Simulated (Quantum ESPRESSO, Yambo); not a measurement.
# GaAs (F-43m): G0W0 with Yambo, start to end, part 3 of 3

Aim: the G0W0 gap of GaAs (F-43m) on PBE, step by step.

Quantum ESPRESSO 7.5 and Yambo 5.3.0; PBE and many-body steps on it, plane waves. Known limits of the many-body steps: not at the basis limit; no spin-orbit coupling; coarse k mesh.

So far. Step 3 (Bands along the symmetry lines): The gap is 0.518 eV, as in the run before at this level. Step 4 (Empty states on the mesh, 4×4×4 mesh, 124 bands): On this mesh the gap is 0.518 eV.

## (6) Screening and self-energy, 4×4×4 mesh, 124 bands, screening to 163.3 eV

Now the one-shot GW correction: screening in the RPA, then the self-energy of the levels asked for.

This step: G0W0 on PBE, plane waves, norm-conserving pseudopotentials.

gw1.in

```
HF_and_locXC
gw0
dyson
ppa
em1d
rim_cut
RandQpts= 1000000
RandGvec= 1 RL
EXXRLvcs= 104 Ry
VXCRLvcs= 416 Ry
Chimod= "HARTREE"
% BndsRnXp
 1 | 124 |
%
NGsBlkXp= 12 Ry
% LongDrXp
 1 | 1 | 1 |
%
% GbndRnge
 1 | 124 |
%
DysSolver= "n"
ExtendOut
PPAPntXp= 27.21138 eV
% QPkrange
 1 | 1 | 21 | 24 |
%
```

On the command line:

```bash
OMP_NUM_THREADS=1 mpirun -n 4 yambo -F gw1.in -J gw1 -C gw1 > gw1.log
```

The log of the run:

```text
 Yambo, version 5.3.0

 [02] CORE Variables Setup
 =========================

  [... cell, symmetries and grids as in the set-up ...]

  [02.05] Energies & Occupations
  ==============================

  [X] === General ===
  [X] Electronic Temperature                        :  0.000000  0.000000 [eV K]
  [X] Bosonic    Temperature                        :  0.000000  0.000000 [eV K]
  [X] Finite Temperature mode                       : no
  [X] El. density                                   :  0.97390E+24 [cm-3]
  [X] Fermi Level                                   :  9.827511 [eV]

  [X] === Gaps and Widths ===
  [X] Conduction Band Min                           :  0.518057 [eV]
  [X] Valence Band Max                              :  0.000000 [eV]
  [X] Filled Bands                                  :  22
  [X] Empty Bands                                   :   23  124
  [X] Direct Gap                                    :  0.518057 [eV]
  [X] Direct Gap localized at k                     :  1
  [X] Indirect Gap                                  :  0.518057 [eV]
  [X] Indirect Gap between kpts                     :  1  1
  [X] Last valence band width                       :  3.339194 [eV]
  [X] 1st conduction band width                     :  4.106600 [eV]

 [03] Transferred momenta grid and indexing
 ==========================================

 IBZ Q-points                                      :   8
 BZ  Q-points                                      :   64

 K/Q-points units:
 rlu = crystal or reduced units; cc = cartesian coordinates; iku = interal k-units

 Q [1]          [rlu]:  0.000000  0.000000  0.000000
 Q [2]          [rlu]: -0.91587E-18 -0.91587E-18  0.25000
 Q [3]          [rlu]:  0.18317E-17  0.18317E-17 -0.50000
 Q [4]          [rlu]: -0.26116E-17  0.25000      0.25000
 Q [5]          [rlu]:  0.71282E-16  0.25000      0.50000
 Q [6]          [rlu]:  0.18317E-17  0.25000     -0.25000
 Q [7]          [rlu]:  0.52231E-17 -0.50000     -0.50000
 Q [8]          [rlu]:  0.250000 -0.500000 -0.250000

 [04] Coloumb potential Random Integration (RIM)
 ===============================================

  [04.01] RIM initialization
  ==========================

  * Diagonal components only detected *

  8 x (sBL volume)        :  0.101699 [a.u.]
  sBZ random points       :  1000000
  Points outside the sBZ  :   7987327
  RL volume               :  0.813588 [a.u.]
  Integrated volume       :  0.814879 [a.u.]

  [04.02] RIM integrals
  =====================

  Gamma point sphere radius             :  0.084669 [a.u.]
  Points outside the sphere             :   799513
  [Int_sBZ(q=0) 1/q^2]*(Vol_sBZ)^(-1/3) =:  7.764325
                                 should be <:  7.795600

  Summary of Coulomb integrals for non-metallic bands |Q|[au] RIM/Bare

  Q [1] 0.100000E-4 0.995988 * Q [2] 0.254653 1.066317
  Q [4] 0.294048 1.065091 * Q [6] 0.415847 1.027759
  Q [5] 0.487623 1.020584 * Q [3] 0.509306 1.018268
  Q [7] 0.588096 1.014689 * Q [8] 0.657511 1.011648

 [05] Dipoles
 ============

  [05.01] Setup: observables and procedures
  =========================================

 [06] Dynamic Dielectric Matrix (PPA)
 ====================================

 [WR./gw1//ndb.pp]---------------------------------------------------------------
  Brillouin Zone Q/K grids (IBZ/BZ)                :    8   64    8   64
  RL vectors                                       :   6567 [WF]
  Coulomb cutoff potential                         : none
  Electronic Temperature                           :  0.000000 [K]
  Bosonic    Temperature                           :  0.000000 [K]
  PPA    diel. fun.  energies                      : Perdew, Burke & Ernzerhof(X)+Perdew, Burke & Ernzerhof(C)
  wavefunctions                                    : Perdew, Burke & Ernzerhof(X)+Perdew, Burke & Ernzerhof(C)
  Global Gauge                                     : length
  X matrix size                                    :  229
  X band range                                     :    1  124
  X e/h energy range                               : -1.000000 -1.000000 [eV]
  X Time ordering                                  : R
  X Hxc Kernel                                     : HARTREE
  X Drude frequency                                :  0.000000  0.000000
  X poles                                          :  100.0000 [o/o]
  RL vectors in the sum                            :   6567
  [r,Vnl] included                                 : yes
  Field direction                                  :  0.577350E-5  0.577350E-5  0.577350E-5
  BZ energy Double Grid                            : no
  BZ energy DbGd points                            : 0
  BZ Q point size factor                           : -1.000000
  X Optical Averaged directions                    : none

 [07] Local Exchange-Correlation + Non-Local Fock
 ================================================

 [VXC] Plane waves :   43655
 [EXS] Plane waves :   5601

 QP @ state[ 1 ] K range:  1  1
 QP @ state[ 1 ] b range:  21  24

 [xc] Functional : Perdew, Burke & Ernzerhof(X)+Perdew, Burke & Ernzerhof(C)
 [xc] LIBXC used to calculate xc functional
  PP Number of Atomic Species                      :  2
  NLCC RL compoments                               :   43655
  PP Number of Atomic Species                      :  2
  NLCC RL compoments                               :   43655

 [xc] E_xc :  -45.46122 [Ha]
      E_xc :  -90.92244 [Ry]

  Local XC kind (lXC) : Perdew, Burke & Ernzerhof(X)+Perdew, Burke & Ernzerhof(C)
  Non-Local XC kind (nlXC) : Hartree-Fock

  Corrections @ K [1] :  [eV]
 <21|nlXC|21> = -15.93725  0.84937E-18 <21|lXC|21> = -14.36257  0.37763E-15
 <22|nlXC|22> = -15.93709  0.40038E-17 <22|lXC|22> = -14.36257 -0.56645E-15
 <23|nlXC|23> = -10.69831 -0.78374E-17 <23|lXC|23> = -14.69846  0.56645E-15
 <24|nlXC|24> = -7.088600 -0.24815E-17 <24|lXC|24> = -11.53166  0.64906E-16

 [08] Dyson equation: Newton solver
 ==================================

  [08.01] G0W0 (W PPA)
  ====================

  [  GW  ] Bands range     :    1  124
  [GW/PPA] G damping       :  0.100000 [eV]

  QP @ state[ 1 ] K range:  1  1
  QP @ state[ 1 ] b range:  21  24

   Sc/G bands                                       :    1  124
   Sc/G damping                                     :  0.100000 ev
   Sc bands terminator                              : no
   Sx RL components                                 :   5601

   QP @ state[ 1 ] K range                          :  1  1
   QP @ state[ 1 ] b range                          :  21  24
   GF energies kind                                 : Perdew, Burke & Ernzerhof(X)+Perdew, Burke & Ernzerhof(C)
   GF WF`s kind                                     : Perdew, Burke & Ernzerhof(X)+Perdew, Burke & Ernzerhof(C)
   Xs energies kind                                 : Perdew, Burke & Ernzerhof(X)+Perdew, Burke & Ernzerhof(C)
   Xs WF`s kind                                     : Perdew, Burke & Ernzerhof(X)+Perdew, Burke & Ernzerhof(C)

 [11] Game Over & Game summary
```

Elapsed: 2.5 min, on 4 MPI ranks of Arm Neoverse V1, shared host; peak memory 2.1 GiB.

This step gave:

| Item | Value |
| --- | --- |
| G0W0 gap on the points computed | 1.176 eV |
| starting gap on the mesh | 0.5181 eV |
| k of the valence top | 0, 0, 0 |
| k of the conduction bottom | 0, 0, 0 |
| least direct G0W0 gap on the computed points | 1.176 eV |
| Z at the valence top | 0.7950 |
| Z at the conduction bottom | 0.7985 |

The gap on the mesh goes from 0.52 eV to 1.18 eV, a correction of +0.66 eV.

Limits: finite bands, cutoff and mesh; no spin-orbit coupling; coarse k mesh. v1 is the top filled band, c1 the lowest empty one. Levels before and after the correction, in eV, zero at the valence-band top of each column:

```tsv
	conduction bottom	valence top
Kohn-Sham	0.52	0.00
G0W0	1.18	0.00
```

```tsv
	level	energy (eV)
Kohn-Sham	Γ v2-v1	0.000
Kohn-Sham	Γ c1	0.518
Kohn-Sham	Γ c2	3.737
G0W0	Γ v2-v1	0.000
G0W0	Γ c1	1.176
G0W0	Γ c2	4.297
```

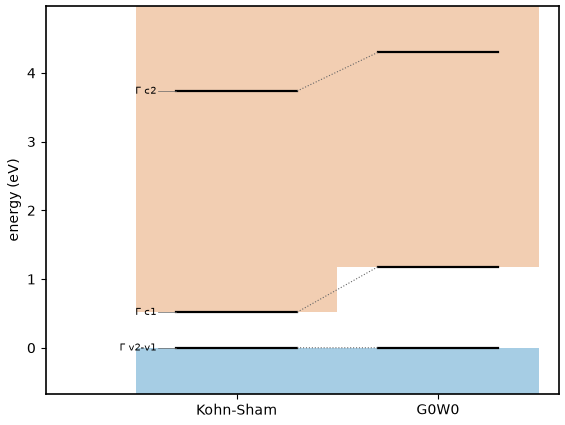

Levels before and after the correction. Shaded: valence and conduction bands.

## (7) Where the time went

Times are wall times on the hardware named with each run, good to a factor of about two.

```tsv
step	time	share	memory (GiB)
ground state	13 s	7 %	0.32
bands along the symmetry lines	7.8 s	4 %	0.26
empty states on the mesh	12 s	6 %	0.43
conversion and set-up	3.3 s	2 %	0.26
screening and self-energy	2.5 min	81 %	2.1
```

## (8) Outcome

| Property | Result |
| --- | --- |
| PBE gap | 0.52 eV, direct |
| G0W0 gap on the mesh | 1.18 eV |
| GW settings | 4×4×4 mesh, 124 bands, screening to 163.3 eV, Godby-Needs plasmon pole |
| known limits | not at the basis limit; no spin-orbit coupling; coarse k mesh |

What this shows: G0W0 moves the gap on the mesh from 0.52 eV to 1.18 eV (+0.66 eV), with Z of 0.79 and 0.80 at the edges. Only 1 of the mesh's irreducible points was corrected, so a valley elsewhere could overtake. The dearest step here is «screening and self-energy». Against experiment, by G0W0@PBE: the direct gap of 1.18 eV lies −0.33 eV from the measured 1.51 eV (exciton, 77 K, 2020); the direct gap of 1.18 eV lies −0.24 eV from the measured 1.418 ± 0.005 eV (direct, 300 K, 2008); the direct gap of 1.18 eV lies −0.24 eV from the measured 1.42 eV (exciton, 300 K, 2014); the direct gap of 1.18 eV lies −0.24 eV from the measured 1.412 ± 0.01 eV (direct, 300 K, 2008). An exciton line or allowed optical edge lies below the quasiparticle gap by the binding energy; a forbidden edge can push the onset above it. The calculation has static nuclei and no excitons; a measured gap holds zero-point and thermal motion, which mostly lowers it. Bands and cutoff are finite, so the gap is not at the basis limit. The miss can reach some tenths of an eV and take either sign; the mesh is an error of its own. In the G0W0 run levels were corrected at 1 k point alone, so a gap called «on the mesh» is the least over those, and an edge elsewhere would be missed. The 4×4×4 mesh is coarse for this cell, which bears on the long-range parts of exchange and screening. The many-body steps are scalar-relativistic: spin-orbit coupling is not in them.

[Paths, hosts, dates, memory and timing lines, banners, echoed tables and standing remarks are left out of the program output.]

[Logs are printed without paths, hosts, clocks, repeated set-up lines and the standing remarks that a program may print on its own settings, such as how far it seeks lower states.]

[Runs of the session that timed out or met a known fault of the program may be left out.]

[Hosts, paths, dates, database ids (printed as entryN), source tags and the programs' standing remarks are cut or masked in the printed files.]
